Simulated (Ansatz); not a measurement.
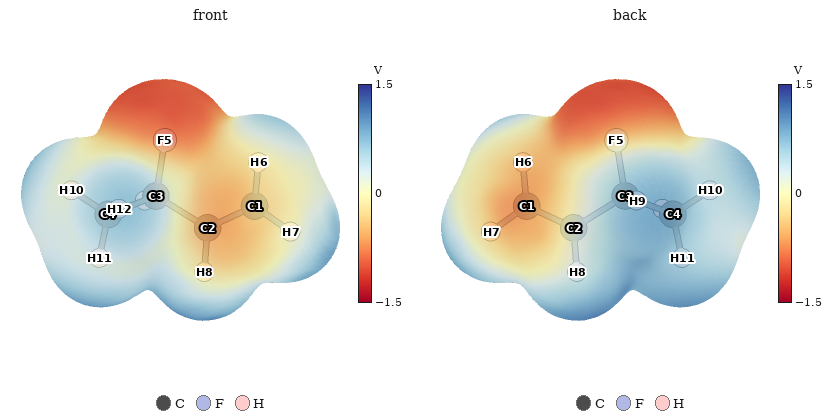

The picture shows: C$_{4}$H$_{7}$F (SMILES C=CC(C)F). The electrostatic potential painted on the density surface at 0.002 e/bohr³, seen from the front and from behind; red is negative and blue positive.

Geometry: PBE0-D4/def2-TZVP.

The calculation used RKS PBE0-D4/def2-TZVPP (Ansatz).

```xyz
12

C    -1.8641   -0.3517    0.5512
C    -0.5616   -0.5846    0.5515
C     0.4895    0.4457    0.3056
C     1.3377    0.1369   -0.9084
F    -0.0919    1.6929    0.1329
H    -2.2541    0.6436    0.3753
H    -2.5758   -1.1486    0.7291
H    -0.1798   -1.5866    0.7336
H     1.1308    0.5247    1.1940
H     2.0966    0.9087   -1.0457
H     1.8394   -0.8252   -0.7847
H     0.7105    0.0889   -1.8005
```

### Where is the surface potential most negative and most positive?

The most negative region (about −1.1 V) lies over F5, the most positive (about +1.1 V) over H8.
